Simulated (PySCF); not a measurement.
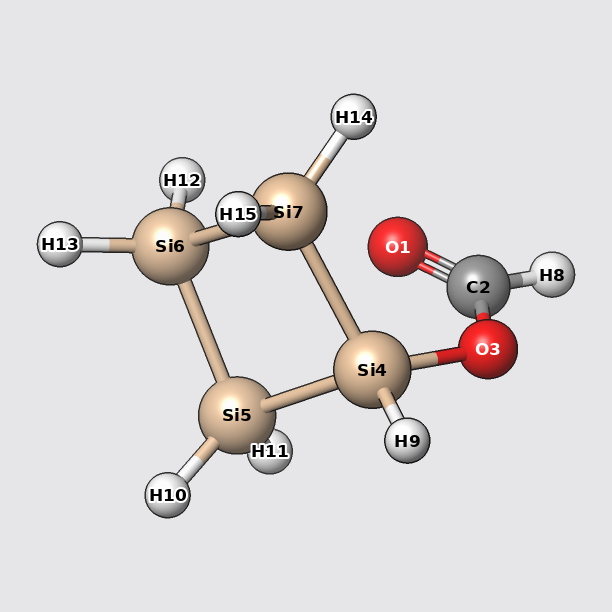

Computed geometry: PBE0-D3(BJ)/def2-SVP optimisation. No frequency run is at hand to confirm it as a minimum. Method: delta-SCF UKS SCAN, pcX-2 on the ionised atom, pcseg-1 elsewhere, spin-free X2C (PySCF 2.14.0).

Give the core-electron binding energies (to vacuum; p and d levels without spin–orbit splitting) of O1 1s, C2 1s, O3 1s, Si4 1s, Si4 2p, Si5 1s, Si5 2p, Si6 1s, Si6 2p.

```csv
atom,level,binding energy (eV)
O1,1s,538.2
C2,1s,294.7
O3,1s,539.1
Si4,1s,1846.7
Si4,2p,107.2
Si5,1s,1845.7
Si5,2p,106.2
Si6,1s,1845.6
Si6,2p,106.2
```
